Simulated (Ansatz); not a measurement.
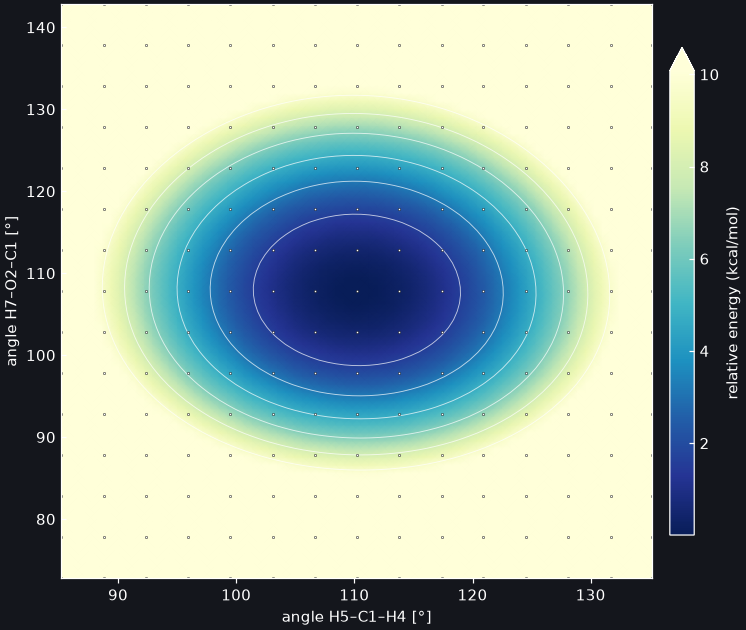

CH₄NaO, SMILES C[OH+][Na], charge +1. Coordinates scanned: (1) angle H5–C1–H4; (2) angle H7–O2–C1. Nothing is relaxed (all other coordinates rigid). Grid: 15 × 15 points. Energies: kcal/mol, counted from the lowest grid point. Method: RKS PBE0-D4/def2-TZVP in Ansatz.

In the figure: a smooth colour map with a few white contour lines, dots at the grid points, one colour for all values above the top of the scale. Between grid points the surface is interpolated.

> Where is the minimum, and how stiff is the well along each coordinate?

The interpolated minimum is at angle H5–C1–H4 ≈ 110.2°, angle H7–O2–C1 ≈ 107.8°. The curvatures there are about 5.9 eV/rad² and 5.3 eV/rad², with a cross term of about 0 eV/rad². Round the minimum the two coordinates are nearly uncoupled. (1 eV is 23.1 kcal/mol.)
